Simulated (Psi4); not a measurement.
**revPBE/def2-SVP run of Si2H4ClF (SMILES F[SiH]([SiH3])Cl)**

Aim: the vertical singlet–triplet gap of Si2H4ClF at revPBE/def2-SVP, from 2 runs. 

The calculation is run with Psi4 1.11.

### Step 1. The structure to begin with

Si2H4ClF: 8 atoms, total charge 0, spin state singlet. SMILES: `F[SiH]([SiH3])Cl`. The coordinates come from a PBE0-D4/def2-TZVP relaxation.

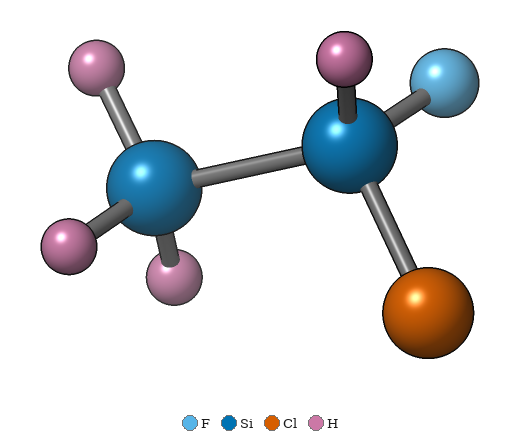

Viewed from a chosen angle; fluorine blue, silicon blue, chlorine orange, hydrogen pink.

### Step 2. Energy and gradient at revPBE/def2-SVP

clfh4si2.py reads:

```python
import psi4

psi4.set_memory(2200000000)
psi4.set_num_threads(1)
psi4.core.set_output_file('output.dat', False)

geom = psi4.geometry("""
F     -1.329000     1.796800     0.161200
Si    -0.382900     0.812800    -0.667700
Si     0.539000    -0.793000     0.761300
Cl    -1.534100    -0.130100    -2.075900
H      0.596600     1.655400    -1.392300
H      1.355700    -0.131100     1.812300
H      1.403500    -1.693800    -0.044400
H     -0.556600    -1.574100     1.389600
symmetry c1
""")

options = {'basis': 'def2-SVP', 'puream': True, 'e_convergence': 1e-09, 'd_convergence': 1e-08, 'scf_type': 'pk', 'dft_radial_points': 99, 'dft_spherical_points': 590}
psi4.set_options(options)

e, wfn = psi4.gradient('revpbe', molecule=geom, return_wfn=True)
print('gradient / Eh bohr^-1')
print(e.np.round(6))
print(f'energy = {wfn.energy():.10f} Eh')
for k, v in sorted(psi4.core.scalar_variables().items()):
    print(f'{k:45s} {v:18.10f}')
```

Started as:

```sh
python clfh4si2.py
```

output.dat:

```text
[...]
  Running in c1 symmetry.
[...]
  Nuclear repulsion =  276.204993495700592
[...]
  Multiplicity = 1
[...]
  Nalpha       = 29
  Nbeta        = 29
[...]
    Number of basis functions: 88
[...]
   @RKS iter   1: -1140.78398796458191   -2.21538e-01   4.89501e-03 DIIS/ADIIS
[...]
   @RKS iter  11: -1140.87466399935556   -8.41283e-12   8.39759e-09 DIIS
[...]
    Orbital Energies [Eh]
    ---------------------
    Doubly Occupied:
       1A   -100.657155     2A    -65.485283     3A    -65.419869
       4A    -24.273604     5A     -9.181999     6A     -7.004328
       7A     -6.997609     8A     -6.997026     9A     -5.125542
      10A     -5.069612    11A     -3.537112    12A     -3.534841
      13A     -3.531609    14A     -3.478276    15A     -3.477916
      16A     -3.477843    17A     -1.074204    18A     -0.759896
      19A     -0.522795    20A     -0.475981    21A     -0.407144
      22A     -0.398063    23A     -0.385336    24A     -0.335998
      25A     -0.327082    26A     -0.321759    27A     -0.308169
      28A     -0.294499    29A     -0.258596
[...]
  @RKS Final Energy: -1140.87466399935556
   => Energetics <=
    Nuclear Repulsion Energy =            276.2049934957005917
    One-Electron Energy =               -2129.5594187175865954
    Two-Electron Energy =                 794.3164284585931227
    DFT Exchange-Correlation Energy =     -81.8366672360624534
    Empirical Dispersion Energy =           0.0000000000000000
    VV10 Nonlocal Energy =                  0.0000000000000000
    Total Energy =                      -1140.8746639993555618
[...]
 Multipole Moments:
 ------------------------------------------------------------------------------------
     Multipole            Electronic (a.u.)      Nuclear  (a.u.)        Total (a.u.)
 ------------------------------------------------------------------------------------
 L = 1.  Multiply by 2.5417464519 to convert [e a0] to [Debye]
 Dipole X            :         -6.0072338            6.5030866            0.4958529
 Dipole Y            :          3.5338462           -3.6919599           -0.1581137
 Dipole Z            :         -4.3577958            4.5109509            0.1531551
 Magnitude           :                                                    0.5425186
[...]
  -Total Gradient:
     Atom            X                  Y                   Z
    ------   -----------------  -----------------  -----------------
       1        0.019623083682    -0.020771108740    -0.018553515947
       2       -0.019809422130     0.013518306994     0.008091741310
       3        0.000818235029    -0.002182929137     0.001833211176
       4        0.008136672859     0.007686819165     0.010250222077
       5       -0.005731105223    -0.003805004583     0.003112761929
       6       -0.003799223438    -0.002612203047    -0.005050352480
       7       -0.004078550473     0.004472710231     0.003294727048
       8        0.004809317963     0.003693653286    -0.003008710062
[...]
```

On the terminal:

```text
gradient / Eh bohr^-1
[[ 0.019623 -0.020771 -0.018554]
 [-0.019809  0.013518  0.008092]
 [ 0.000818 -0.002183  0.001833]
 [ 0.008137  0.007687  0.01025 ]
 [-0.005731 -0.003805  0.003113]
 [-0.003799 -0.002612 -0.00505 ]
 [-0.004079  0.004473  0.003295]
 [ 0.004809  0.003694 -0.003009]]
energy = -1140.8746639994 Eh
CURRENT ENERGY                                  -1140.8746639994
CURRENT REFERENCE ENERGY                        -1140.8746639994
DD SOLVATION ENERGY                                 0.0000000000
DFT FUNCTIONAL TOTAL ENERGY                     -1140.8746639994
DFT TOTAL ENERGY                                -1140.8746639994
DFT VV10 ENERGY                                     0.0000000000
DFT XC ENERGY                                     -81.8366672361
GRID ELECTRONS ALPHA                               28.9999991685
GRID ELECTRONS BETA                                28.9999991685
GRID ELECTRONS TOTAL                               57.9999983371
NUCLEAR REPULSION ENERGY                          276.2049934957
ONE-ELECTRON ENERGY                             -2129.5594187176
PCM POLARIZATION ENERGY                             0.0000000000
PE ENERGY                                           0.0000000000
SCF ITERATION ENERGY                            -1140.8746639994
SCF ITERATIONS                                     11.0000000000
SCF TOTAL ENERGY                                -1140.8746639994
TWO-ELECTRON ENERGY                               794.3164284586
XC GRID RADIAL POINTS                              99.0000000000
XC GRID SPHERICAL POINTS                          590.0000000000
XC GRID TOTAL POINTS                           441221.0000000000
```

It took 19 s on 1 thread of Intel Xeon Platinum 8488C (Sapphire Rapids), shared host; peak memory 1.1 GiB.

### Step 3. The triplet at the same level

job.inp reads:

```
memory 2200 mb

molecule geom {
  0 3
  F
  Si 1 1.597009
  Si 2 2.338917 1 109.84143
  Cl 2 2.048743 1 107.90538 3 118.69745
  H 2 1.481364 1 107.16542 4 115.25127
  H 3 1.48651 2 110.04862 5 60.51712
  H 3 1.485918 6 109.49091 2 118.94799
  H 3 1.484997 7 109.86345 6 -120.78484
  symmetry c1
}

set globals {
  reference            uks
  puream               true
  e_convergence        1e-09
  d_convergence        1e-08
  scf_type             pk
  dft_radial_points    99
  dft_spherical_points 590
  maxiter              100
}

energy_value, wavefunction = gradient('revpbe/def2-SVP', return_wfn=True)
oeprop(wavefunction, 'MULLIKEN_CHARGES', 'WIBERG_LOWDIN_INDICES', 'MAYER_INDICES')
```

Started as:

```sh
psi4 -i job.inp -o job.out -n 1
```

job.out, shortened:

```text
[...]
  Running in c1 symmetry.
[...]
  Nuclear repulsion =  276.205007975805472
[...]
  Multiplicity = 3
[...]
  Nalpha       = 30
  Nbeta        = 28
[...]
    Number of basis functions: 88
[...]
   @UKS iter   1: -1140.44947826425800    1.12972e-01   5.99229e-03 ADIIS/DIIS
[...]
   @UKS iter  17: -1140.66879182159755   -3.63798e-12   7.16846e-09 DIIS
[...]
   @S^2 Observed:                2.002355854E+00
[...]
  @UKS Final Energy: -1140.66879182159755
   => Energetics <=
    Nuclear Repulsion Energy =            276.2050079758054721
    One-Electron Energy =               -2128.5444456156151318
    Two-Electron Energy =                 793.4509542416454906
    DFT Exchange-Correlation Energy =     -81.7803084234333539
    Empirical Dispersion Energy =           0.0000000000000000
    VV10 Nonlocal Energy =                  0.0000000000000000
    Total Energy =                      -1140.6687918215975515
  UHF NO Occupations:
  HONO-2 :   28  A 1.9994208
  HONO-1 :   29  A 1.0000000
[...]
 Multipole Moments:
[...]
  -Total Gradient:
     Atom            X                  Y                   Z
    ------   -----------------  -----------------  -----------------
       1       -0.004215152492    -0.005658425510     0.043173071464
       2        0.010116236107     0.001773524965    -0.038755601180
       3        0.001506242268     0.002218995540     0.010856844457
       4       -0.021337450335    -0.006703675104     0.000951762237
       5        0.014583618506    -0.001041982700     0.002306905701
       6        0.011455698671     0.002092948213    -0.000451531253
       7       -0.000903510543     0.005213799707    -0.017966791987
       8       -0.011177113530     0.002138762183    -0.000118342849
[...]
  Mulliken Charges: (a.u.)
   Center  Symbol    Alpha    Beta     Spin     Total
       1     F     4.63741  4.57034  0.06707 -0.20774
       2    SI     7.23904  6.43340  0.80564  0.32756
       3    SI     7.25952  6.63429  0.62523  0.10619
       4    CL     8.66656  8.46043  0.20613 -0.12699
       5     H     0.57110  0.43308  0.13802 -0.00417
       6     H     0.52781  0.49823  0.02957 -0.02604
       7     H     0.57339  0.47003  0.10335 -0.04342
       8     H     0.52519  0.50020  0.02498 -0.02539
   Total alpha = 30.00000, Total beta = 28.00000, Total charge = -0.00000
[...]
```

It took 31 s on 1 thread of Intel Xeon Platinum 8488C (Sapphire Rapids), shared host; peak memory 1.1 GiB.

### Step 4. Results

Level: revPBE/def2-SVP.

| quantity | value |
| --- | --- |
| singlet: total energy | -1140.87466 Eh |
| singlet: dipole moment | 1.38 D |
| singlet: HOMO energy | -7.04 eV |
| singlet: LUMO energy | -1.03 eV |
| singlet: HOMO–LUMO gap | 6.00 eV |
| singlet: largest force on an atom | 1.752 eV/Å |
| triplet: total energy | -1140.66879 Eh |
| triplet: dipole moment | 1.09 D |
| triplet: HOMO energy (highest over α and β) | -1.72 eV |
| triplet: ⟨S²⟩ | 2.002 |
| triplet: largest force on an atom | 2.250 eV/Å |
| vertical energy of the triplet above the singlet | 5.602 eV |

What this shows: At this shape the triplet lies 5.60 eV (541 kJ/mol) above the singlet. The largest force (singlet) is 1.75 eV/Å: the shape isn't a stationary point for this species at this level. Mulliken charges (triplet) run from -0.21 on F1 to +0.33 on Si2.
